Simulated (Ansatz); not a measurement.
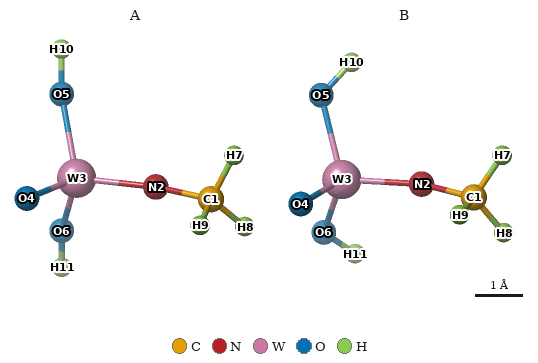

Two geometries of CH₅NO₃W, drawn at one scale. One is the start of a relaxation, the other its converged end. Style: ball-and-stick. Shown at a tilt.

Computed with Ansatz, RKS PBE0-D4/def2-TZVP. Set-up: force threshold 0.005 eV/Å; at most 150 steps.

Which one is relaxed?

Structure B is the relaxed one. The start comes from GFN2-xTB. The atom that moves furthest after the best rigid fit is H11 (0.60 Å). Largest moves by element: H 0.60 Å, O 0.25 Å, N 0.19 Å, C 0.17 Å, W 0.09 Å. Near-neighbour distances that change, for instance: N2–W3 1.793 → 1.747 Å, W3–O4 1.697 → 1.710 Å, C1–N2 1.430 → 1.420 Å, O5–H10 0.964 → 0.958 Å. Among the angles between lasting bonds that change: W3–O5–H10 160.6° → 124.0°, W3–O6–H11 160.2° → 124.0°, C1–N2–W3 164.7° → 154.1°. The energy falls by 0.417 eV in 14 accepted moves (15 points after the start). The largest force component goes from 2.4 to 0.0023 eV/Å. The line search rejected the trial step at point 5 of the run. The forces were under the threshold at step 11, but the run went on from there.
